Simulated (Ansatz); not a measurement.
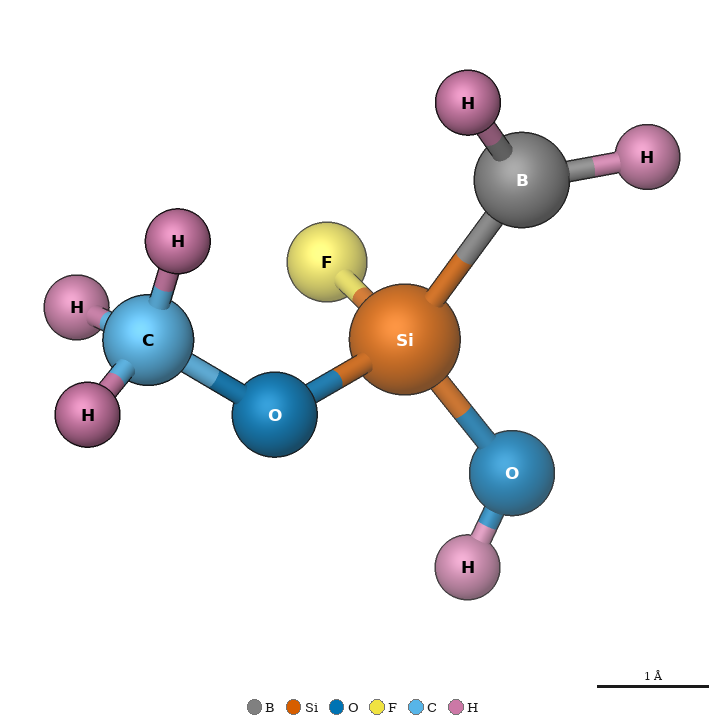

Distant atoms are faded towards the background colour. Computed geometry: PBE0-D4/def2-TZVP optimisation. No frequency run is at hand to confirm it as a minimum. Masses are those of the most abundant isotopes; constants are for the rigid equilibrium geometry.

**Classify the rotor and give the rotational constants (GHz).**

An asymmetric top (C1): A = 3.55, B = 2.26, C = 2.12 GHz. Ray's parameter κ is −0.81, nearer the prolate limit.
